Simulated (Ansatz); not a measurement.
A series of calculations on SnNH5OCl2

**1. Relaxation**

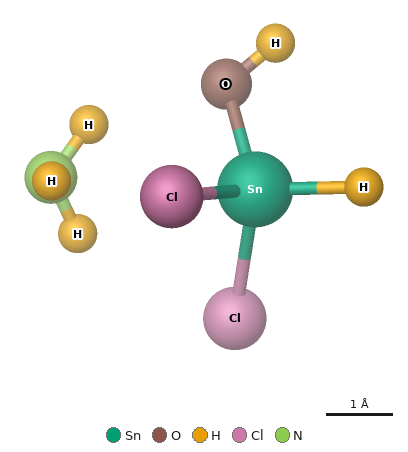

SnNH$_{5}$OCl$_{2}$, before the relaxation. A ball-and-stick model, seen at a tilt.

The run prepares an end point of a later path (reaction) calculation, from a guessed geometry.

Theory: RKS revPBE-D4/def2-SVP (Ansatz 0.2.0).

Input file:
```yaml
crystal:
  periodic: [false, false, false]
  atoms:
    - { symbol: Sn, position_ang: [-0.106012, -0.115425, 0.035742] }
    - { symbol: O, position_ang: [-0.198402, -0.024886, 2.012954] }
    - { symbol: H, position_ang: [-0.829537, -0.690922, 2.355461] }
    - { symbol: Cl, position_ang: [2.134204, -0.394735, -0.697602] }
    - { symbol: Cl, position_ang: [-1.064915, 1.80698, -0.979583] }
    - { symbol: H, position_ang: [-1.000228, -1.48, -0.542822] }
    - { symbol: "N", position_ang: [1.516903, 2.411953, 1.398542] }
    - { symbol: H, position_ang: [2.190697, 1.850601, 0.866673] }
    - { symbol: H, position_ang: [0.811768, 2.780101, 0.750961] }
    - { symbol: H, position_ang: [1.04482, 1.799131, 2.094973] }
basis:
  gaussian: { orbitals: def2-SVP }
hamiltonian:
  xc: revpbe
  dispersion: d4
relax:
  f_tol: 0.03
  max_steps: 50
```

Run as
```bash
ansatz run input.yaml --threads 4 --pin off --max-ram 5120MiB --backend cpu --events-out ev --progress --plain --runs-dir out
```

Question: Predict the outcome.

Answer: N7 moves most after the best rigid fit: 0.65 Å. Largest moves by element: N 0.65 Å, Sn 0.28 Å, H 0.27 Å, O 0.16 Å, Cl 0.11 Å. Some distances before and after: Sn1–N7 3.298 → 2.371 Å, Sn1–O2 1.981 → 2.032 Å, Sn1–Cl4 2.374 → 2.420 Å, Sn1–Cl5 2.376 → 2.419 Å. New bonds form, among them: Sn1–N7 (3.30 → 2.37 Å). Bond angles that change, for instance: Cl4–Sn1–H6 106.9° → 99.5°, O2–Sn1–H6 110.2° → 102.9°, O2–Sn1–Cl4 111.0° → 117.0°. Over 10 accepted moves (11 points after the start) the energy falls by 0.615 eV. The largest force component goes from 0.63 to 0.025 eV/Å. The line search rejected the trial step at point 8 of the run.

The structure at the end:

```xyz
10

Sn    0.0251    0.1070    0.1532
O    -0.2683   -0.0343    2.1585
H    -0.8299   -0.8110    2.3460
Cl    2.2295   -0.4467   -0.6764
Cl   -1.1218    1.8964   -1.0026
H    -0.8677   -1.2566   -0.4687
N     1.2126    1.9347    1.0865
H     2.2114    1.8690    0.8521
H     0.8281    2.8239    0.7426
H     1.0804    1.8604    2.1041
```

After the run, drawn alike:

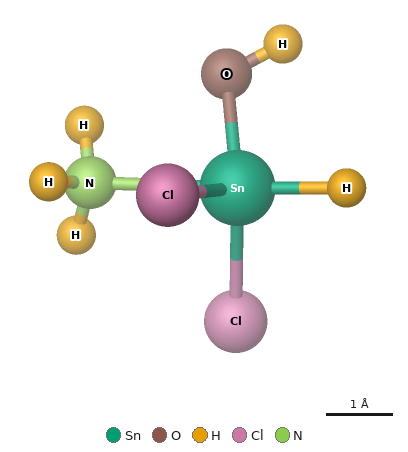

Limits of the set-up: the start holds two separate molecules, 2.2 Å apart at their closest, whose relative position is a soft coordinate.

**2. Relaxation**

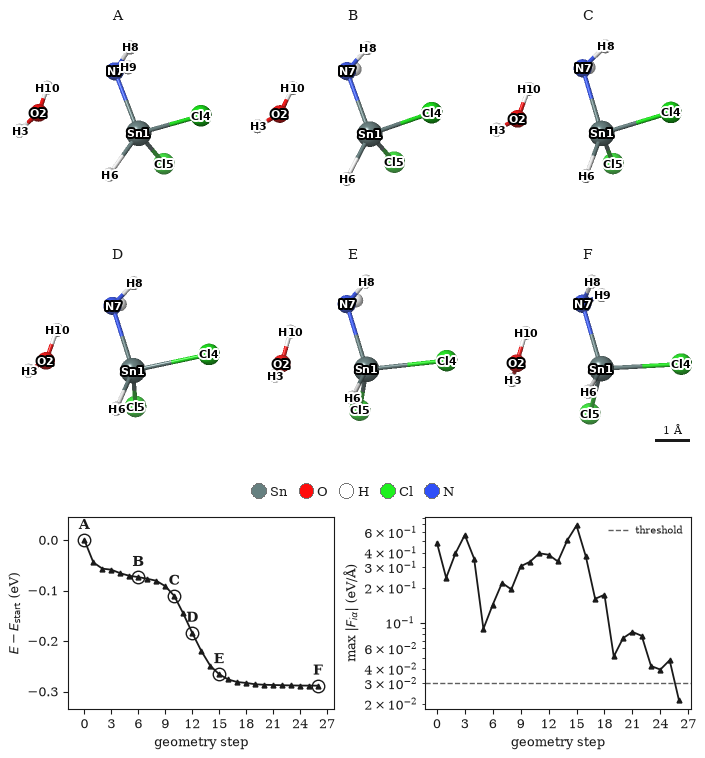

Frames of a relaxation of SnNH$_{5}$OCl$_{2}$, marked on the history of the run. The picture is a ball-and-stick view, seen at a tilt.

The run prepares an end point of a later path (reaction) calculation, from a guessed geometry.

Method: RKS revPBE-D4/def2-SVP in Ansatz. Settings: no spin polarisation; force threshold 0.03 eV/Å; at most 50 steps.

What happens along the run?

The largest move after the best rigid fit is that of Cl5, 1.43 Å. By element the largest moves are Cl 1.43 Å, H 1.25 Å, O 0.82 Å, N 0.43 Å, Sn 0.38 Å. Some distances before and after: Sn1–O2 3.158 → 2.553 Å, Sn1–H10 3.074 → 2.570 Å, Sn1–Cl4 2.388 → 2.406 Å, Sn1–N7 2.094 → 2.104 Å. Among the angles between lasting bonds that change: Cl5–Sn1–H6 106.6° → 117.2°, Cl4–Sn1–Cl5 109.7° → 100.8°, Cl5–Sn1–N7 100.2° → 105.6°. Groups turn about Sn1–N7 by about 50°. Over 26 geometry steps the energy falls by 0.288 eV. Largest force component: 0.49 eV/Å at the start, 0.022 eV/Å at the end. The run took 62 s on 4 threads of Intel(R) Xeon(R) Platinum 8259CL CPU @ 2.50GHz (Skylake/Cascade Lake), with other jobs on the host, peak memory 0.2 GiB. From step 0 to 6: H10 moves most (0.31 Å), energy −0.073 eV. From step 6 to 10: Cl5 moves most (0.48 Å), energy −0.037 eV. From step 10 to 12: Cl4 moves most (0.39 Å), energy −0.073 eV. From step 12 to 15: H3 moves most (0.49 Å), energy −0.082 eV. From step 15 to 26: H9 moves most (0.38 Å), energy −0.023 eV.

| step | E − E(0), eV | largest force component, eV/Å |
| --- | --- | --- |
| 0 | 0.0000 | 0.4897 |
| 1 | -0.0443 | 0.2432 |
| 2 | -0.0566 | 0.3953 |
| 3 | -0.0587 | 0.5688 |
| 4 | -0.0658 | 0.3565 |
| 5 | -0.0707 | 0.0886 |
| 6 | -0.0733 | 0.1427 |
| 7 | -0.0767 | 0.2199 |
| 8 | -0.0806 | 0.1934 |
| 9 | -0.0913 | 0.3057 |
| 10 | -0.1105 | 0.3346 |
| 11 | -0.1453 | 0.3955 |
| 12 | -0.1837 | 0.3845 |
| 13 | -0.2192 | 0.3364 |
| 14 | -0.2486 | 0.5105 |
| 15 | -0.2657 | 0.6863 |
| 16 | -0.2760 | 0.3715 |
| 17 | -0.2811 | 0.1606 |
| 18 | -0.2829 | 0.1740 |
| 19 | -0.2855 | 0.0512 |
| 20 | -0.2865 | 0.0737 |
| 21 | -0.2870 | 0.0834 |
| 22 | -0.2875 | 0.0771 |
| 23 | -0.2878 | 0.0424 |
| 24 | -0.2881 | 0.0395 |
| 25 | -0.2882 | 0.0476 |
| 26 | -0.2883 | 0.0215 |

Limits of the set-up: the start holds two separate molecules, 2.3 Å apart at their closest, whose relative position is a soft coordinate.

**3. Path**

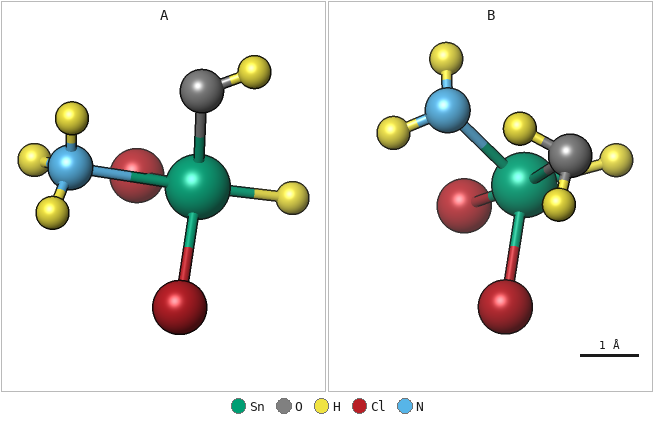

The two relaxed end points of a path for SnNH5OCl2. A ball-and-stick model, seen at a tilt.

These are results of Ansatz 0.2.0, RKS revPBE-D4/def2-SVP, not measurements.

Set-up: 7 movable images; climbing image; force threshold 0.03 eV/Å; iteration limit 60.

Start:
```xyz
10

Sn    0.0246    0.1069    0.1537
O    -0.2680   -0.0335    2.1592
H    -0.8298   -0.8098    2.3472
Cl    2.2284   -0.4479   -0.6766
Cl   -1.1221    1.8963   -1.0024
H    -0.8690   -1.2566   -0.4673
N     1.2132    1.9346    1.0857
H     2.2118    1.8684    0.8509
H     0.8288    2.8237    0.7416
H     1.0814    1.8608    2.1034
```

End:
```xyz
10

Sn    0.4907    0.2152   -0.0400
O    -0.5807    0.2895    2.2761
H    -1.4238    0.7392    2.0620
Cl    1.6358    0.4391   -2.1444
Cl   -1.6332    1.1681   -0.5835
H     0.5382   -1.4695    0.2716
N     1.4557    1.6408    1.1692
H     2.4420    1.3621    1.3015
H     1.5025    2.5176    0.6250
H     0.0720    1.0407    2.3579
```

What barrier does the band find between them, and by what path?

The highest point, image 6, lies 64.7 kJ/mol above the start and 28.2 kJ/mol above the end; the end is at +36.6 kJ/mol relative to the start. A hydrogen atom shifts from one atom to another. Breaking: N7–H10 (1.03 → 1.27 at the top → 1.92 Å). Forming: O2–H10 (2.33 → 1.27 at the top → 1.00 Å). The band converged in 23 iterations, with a climbing image at the top.

Energies of the converged images:

| image | path (Å) | E (kJ/mol) |
| --- | --- | --- |
| 0 | 0.00 | 0.0 |
| 1 | 0.85 | 7.0 |
| 2 | 1.70 | 21.5 |
| 3 | 2.55 | 30.8 |
| 4 | 3.39 | 30.8 |
| 5 | 4.24 | 31.3 |
| 6 | 5.09 | 64.7 |
| 7 | 5.50 | 44.0 |
| 8 | 5.90 | 36.6 |

The geometry at the top of the path:

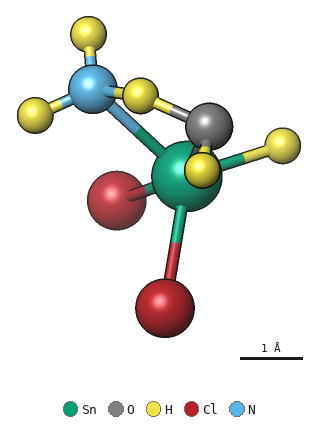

Cost: 5.6 min on 4 threads of Intel(R) Xeon(R) Platinum 8259CL CPU @ 2.50GHz (Skylake/Cascade Lake), with other jobs on the host, peak memory 0.21 GiB.
